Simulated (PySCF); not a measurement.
```xyz
16

C    -2.1521    1.0755   -0.2047
Si   -1.9337   -0.6149    0.6229
C    -0.4913   -1.5236   -0.2991
F    -0.3180   -2.7724    0.3025
C     0.7354   -0.7686   -0.2452
C     1.7537   -0.1285   -0.1516
Si    3.3123    0.8509   -0.0381
H    -2.4482    0.9810   -1.2462
H    -1.2291    1.6487   -0.1762
H    -2.9177    1.6549    0.3013
H    -1.5470   -0.4909    2.0293
H    -3.1186   -1.4659    0.4708
H    -0.7466   -1.7379   -1.3452
H     3.0075    2.1138    0.6438
H     3.7935    1.1134   -1.3976
H     4.2922    0.0733    0.7218
```

Geometry: GFN2-xTB.

All numbers below come from PBE0/pcSseg-1, SCF density, gas phase, non-relativistic (PySCF 2.14.0).

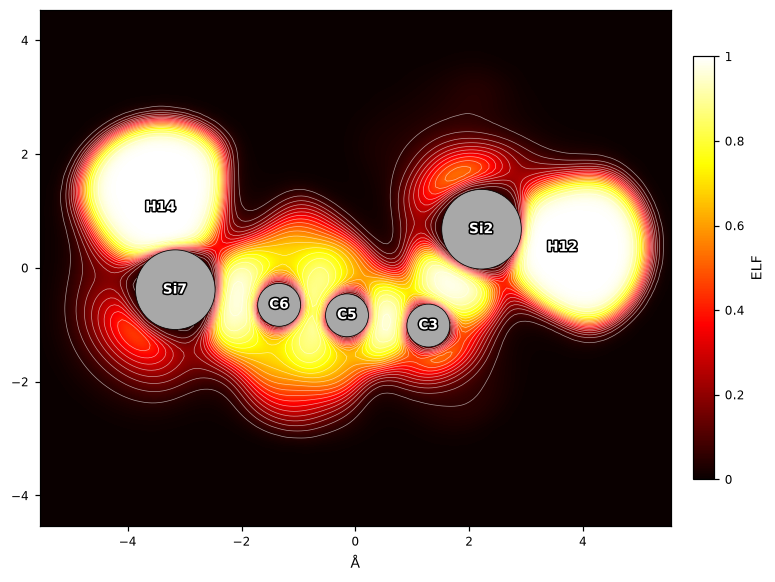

C₄H₉FSi₂ (SMILES C[SiH2][C@H](F)C#C[SiH3]). ELF on the plane of atoms C6, Si7 and H14. Grey discs cover the atomic cores.

What does the map show?

Answer. The section cuts through Si, C and H sites. C–C (1.21 Å): the ELF peaks at about 0.85 between the atoms; a short, multiple covalent bond. C–Si (1.84 Å): the ELF peaks at about 0.95 between the atoms, as expected for a covalent bond. C–Si (1.94 Å): the ELF peaks at about 1 between the atoms: a shared electron pair. Si–H (1.47 Å): the ELF climbs to about 1 towards the hydrogen, as it does in any bond to H.
